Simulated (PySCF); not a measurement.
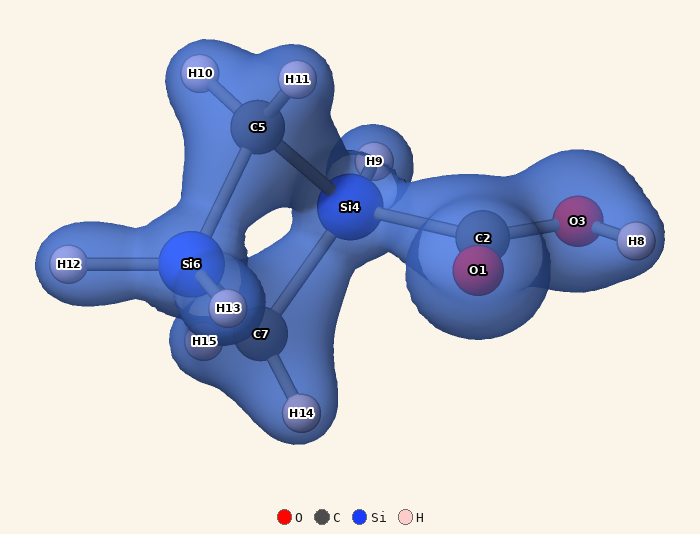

Figure. C$_{3}$H$_{8}$O$_{2}$Si$_{2}$ (SMILES O=C(O)[SiH]1C[SiH2]C1). Isosurface of the total electron density at 0.5 e/Å³ (blue), seen at a tilt.

Geometry: PBE0-D3(BJ)/def2-SVP.

Theory: PBE0/pcSseg-1, SCF density, gas phase, non-relativistic (PySCF).

Input

```
{"job": {"kind": "nmr", "xc": "PBE0", "basis": "pcSseg-1"}, "charge": 0, "multiplicity": 1}
O      1.776264    -0.079452     1.413782
C      1.811587     0.451824     0.330030
O      2.924001     1.012756    -0.158518
Si     0.240719     0.512666    -0.777904
C     -1.191660     1.018893     0.355455
Si    -1.558984    -0.843225     0.569524
C     -0.409450    -1.264762    -0.897179
H      3.617708     0.889149     0.514296
H      0.478078     1.280336    -2.036518
H     -1.999892     1.529824    -0.193041
H     -0.943957     1.606012     1.250808
H     -2.992573    -1.217180     0.354916
H     -1.094833    -1.399766     1.870895
H      0.312917    -2.084616    -0.780908
H     -0.985588    -1.429819    -1.822748
```

Command:

```sh
OMP_NUM_THREADS=1 python probes_run.py task.json out
```

What does this surface tell about the bonding?

At this value the surface is in one piece. It bridges the sampled C–O (1.21 Å), C–Si (1.90 Å), O–H (0.97 Å) and C–O (1.34 Å) contacts, where the density stays above the isovalue. On the grid the lowest density along these lines, outside the cores, is 2.9 e/Å³ (C–O, 1.21 Å), 0.78 e/Å³ (C–Si, 1.90 Å), 2.4 e/Å³ (O–H, 0.97 Å) and 2.1 e/Å³ (C–O, 1.34 Å).
